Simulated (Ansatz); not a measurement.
# AlBrH4Si: one species, many methods

How much do the methods differ for AlBrH4Si? The plan is to run it at one geometry with functionals of several rungs and with coupled cluster, and see how far each lands from CCSD(T) at the basis-set limit for the atomisation energy.

Computed with Ansatz 0.2.0, Gaussian basis. Level: functionals in def2-TZVPP, the program's frozen cores in correlated methods.

Plan: LDA (SPW92), PBE-D4, revPBE-D4, BLYP-D4, r2SCAN-D4, B97M-V, PBE0-D4, B3LYP-D4, r2SCANh-D4, r2SCAN0-D4, HSE06-D4, BHLYP-D4, CAM-B3LYP-D4, LC-ωPBE, ωB97X-V, ωB97M-V, B2PLYP, PBE-QIDH; CCSD(T)/def2-SVP; CCSD(T)/def2-TZVPP; MP2/def2-QZVPP; extrapolation to the limit; RPA on PBE.

### 1 The geometry

An earlier PBE0-D4 in a triple-zeta def2 set relaxation fixed the geometry.

SMILES `[SiH3][AlH][Br]`, 7 atoms, charge 0, spin multiplicity 1.

Atoms are counted from 1 here; the program's logs count them from 0.

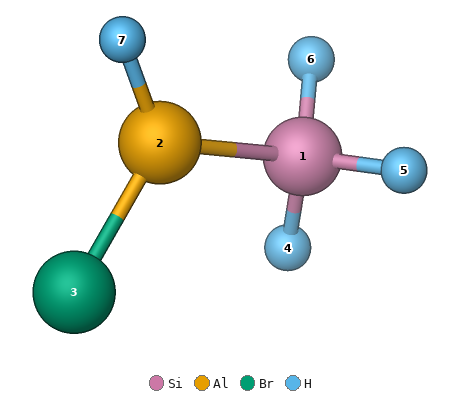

The geometry (silicon pink, aluminium amber, bromine teal, hydrogen blue); atoms are numbered from 1 in the order of the file.

### 2 LDA

This LDA is Slater exchange with PW92 correlation.

in.yaml

```yaml
crystal:
  periodic: [false, false, false]
  atoms:
    - {symbol: Si, position_ang: [-0.907094, 0.501794, -0.366851]}
    - {symbol: Al, position_ang: [1.146736, -0.444681, 0.565246]}
    - {symbol: Br, position_ang: [1.679818, -2.560728, -0.038194]}
    - {symbol: H, position_ang: [-1.888733, -0.560033, -0.715711]}
    - {symbol: H, position_ang: [-0.582950, 1.261076, -1.608655]}
    - {symbol: H, position_ang: [-1.549266, 1.450930, 0.585248]}
    - {symbol: H, position_ang: [2.162690, 0.283541, 1.533217]}
basis:
  gaussian: {orbitals: def2-TZVPP}
hamiltonian: {xc: lda}
output: {orbitals: {seedname: orbitals}}
```

On the command line:

```
$ ansatz run in.yaml --threads 2 --pin off --events-out ev --progress --plain --max-ram 4352MiB
```

After this run come: PBE-D4 (GGA); revPBE-D4 (GGA); BLYP-D4 (GGA); r2SCAN-D4 (meta-GGA); B97M-V (meta-GGA); PBE0-D4 (hybrid); B3LYP-D4 (hybrid); r2SCANh-D4 (hybrid); r2SCAN0-D4 (hybrid); HSE06-D4 (hybrid); BHLYP-D4 (hybrid); CAM-B3LYP-D4 (range-separated); LC-ωPBE (range-separated); ωB97X-V (range-separated); ωB97M-V (range-separated); B2PLYP (double hybrid); PBE-QIDH (double hybrid); CCSD(T) in def2-SVP; CCSD(T) in def2-TZVPP; MP2 in def2-QZVPP; RPA on PBE orbitals.

**Question.** What will the summary of the whole plan be? Wanted: atomisation energy, CCSD(T)/CBS; farthest beyond LDA; mean size of error, GGA; mean size of error, meta-GGA; mean size of error, hybrid; mean size of error, range-separated; mean size of error, double hybrid; gap, smallest and largest; T1 diagnostic.

**Answer**, as computed:

```
                               quantity                                               value
        atomisation energy, CCSD(T)/CBS                                       1883.0 kJ/mol
 functionals within 18.8 kJ/mol (1.0 %)  r2SCAN-D4, B97M-V, r2SCANh-D4, r2SCAN0-D4, ωB97X-V
                    farthest beyond LDA                            revPBE-D4 (-71.7 kJ/mol)
                mean size of error, GGA                                         58.0 kJ/mol
           mean size of error, meta-GGA                                          7.4 kJ/mol
             mean size of error, hybrid                                         29.1 kJ/mol
    mean size of error, range-separated                                         23.1 kJ/mol
      mean size of error, double hybrid                                         41.5 kJ/mol
              gap, smallest and largest           3.65 eV (LDA (SPW92)), 10.20 eV (LC-ωPBE)
                          T1 diagnostic                                              0.0097
triples share of the correlation energy                                               3.2 %
```

The LDA atomisation energy is off by 157.4 kJ/mol (8 %): it overbinds. PBE-D4 misses by -44.9 kJ/mol. Double hybrids carry the basis error of their MP2 part in triple zeta, and no dispersion term here, so their miss is partly the set-up's. Taken by rung, meta-GGA functionals do best (7.4 kJ/mol on average) and GGA ones worst beyond LDA (58.0 kJ/mol). The reference freezes the cores and leaves out relativity and excitations past (T), and its outer-core shells are covered unevenly, so misses under about 18.8 kJ/mol can't be ranked. All levels share the lack of spin-orbit coupling, which lowers the free heavy atoms and so the true binding. Hartree-Fock recovers 77 % of the binding; the rest is correlation. CCSD(T) in def2-SVP is off by -130.6 kJ/mol, so the small basis spoils what the method gains. Orbital gaps span 3.7 to 10.2 eV; exact exchange widens them. Correlated methods include outer-core shells of Br, which these sets cover unevenly.
